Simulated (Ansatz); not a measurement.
**H7N3OSi: density, localisation and related maps**

```yaml
atoms:
  - { symbol: Si, position_ang: [-0.0902, -0.1114, 0.1212] }
  - { symbol: N, position_ang: [0.9386, 1.1731, 0.6215] }
  - { symbol: O, position_ang: [-0.7044, -0.7398, 1.5186] }
  - { symbol: H, position_ang: [-0.9407, -0.0897, 2.1808] }
  - { symbol: N, position_ang: [-1.1131, 0.6421, -1.0174] }
  - { symbol: N, position_ang: [0.4815, -1.5233, -0.6468] }
  - { symbol: H, position_ang: [1.5889, 1.0193, 1.3753] }
  - { symbol: H, position_ang: [1.3416, 1.7779, -0.0761] }
  - { symbol: H, position_ang: [-1.7436, 0.0858, -1.5699] }
  - { symbol: H, position_ang: [-1.4641, 1.5723, -0.8648] }
  - { symbol: H, position_ang: [0.7701, -2.3161, -0.0997] }
  - { symbol: H, position_ang: [0.9355, -1.4901, -1.5426] }
```

The reactant side of a reaction path; geometry: PBE0-D4/def2-TZVP; a saddle point, not a minimum.

Level of theory: Ansatz 0.2.0, RKS PBE0-D4/def2-TZVPP.

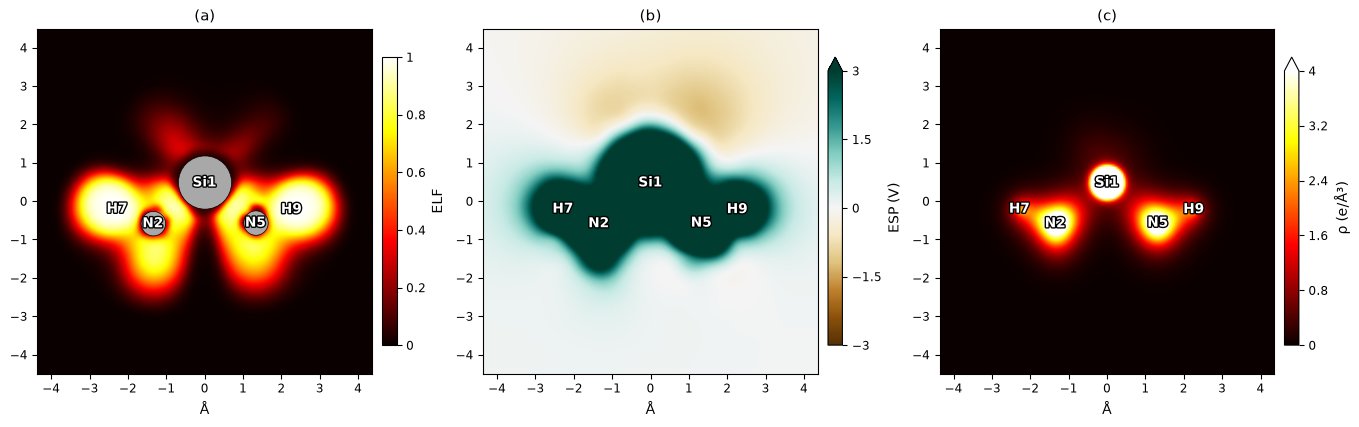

Figure 1. (a) electron localisation function; (b) electrostatic potential; (c) total electron density on the plane of atoms Si1, N2 and H7. Grey discs cover the atomic cores in the ELF map.

Describe what can be read from this map.

Answer. Atoms in the plane: Si, N and H. Si–N (1.72 Å): the density is about 1.1 e/Å³ at the midpoint; the ELF peaks at about 0.90 between the atoms (a shared but strongly polarised pair). N–H (1.01 Å): ρ at the midpoint is about 2.9 e/Å³; the ELF climbs to about 1 towards the hydrogen, as it does in any bond to H; a covalent bond by its length. Outside the dense part of the molecule the potential is most negative (−1.2 V) near N6, which lies off the plane.

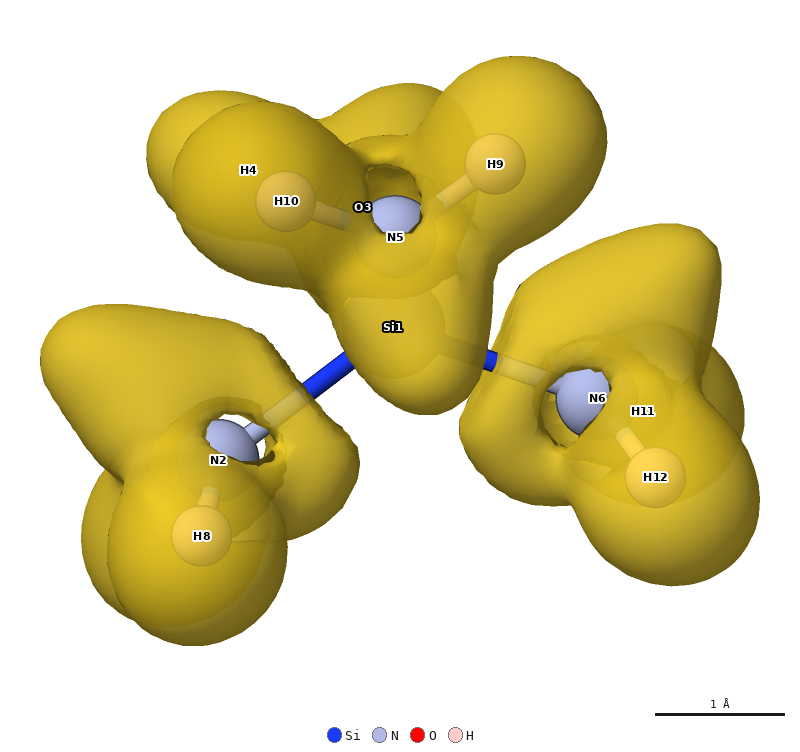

Figure 2. Isosurface of the electron localisation function at 0.75 (yellow), seen at an oblique angle. Core shells and regions of very low density are left out.

Describe the localisation domains.

Answer. The surface consists of three joined regions spread over several atoms (H, N), in which their bonds and any lone pairs are merged and one joined region spread over several atoms (H, O), in which their bonds and any lone pairs are merged. Profiles from the grid: Si–O (1.65 Å): the ELF peaks at about 0.90 between the atoms (a shared but strongly polarised pair). Si–N (1.71 Å): the ELF peaks at about 0.90 between the atoms: a polar covalent bond.

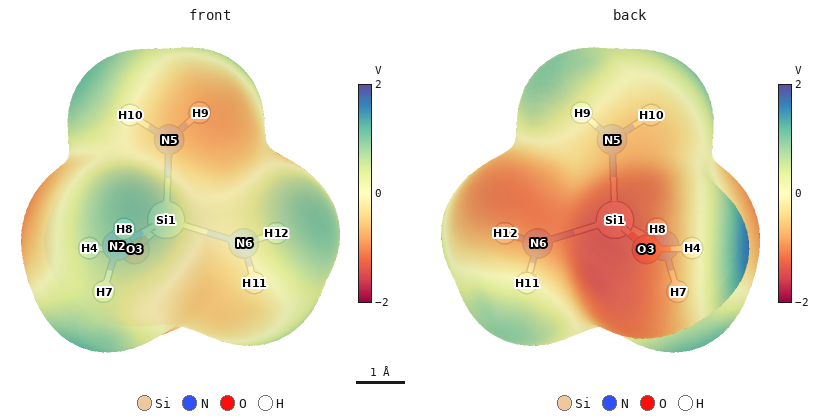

Figure 3. The electrostatic potential painted on the density surface at 0.001 e/bohr³, seen from the front and from behind; red is negative and blue positive.

Describe the electrostatic potential map.

Answer. The most negative region (about −1.5 V, or −35 kcal/mol for a unit charge) lies over O3, the most positive (about +1.6 V, or +37 kcal/mol for a unit charge) over H4. O3 is the likeliest acceptor of a hydrogen bond.
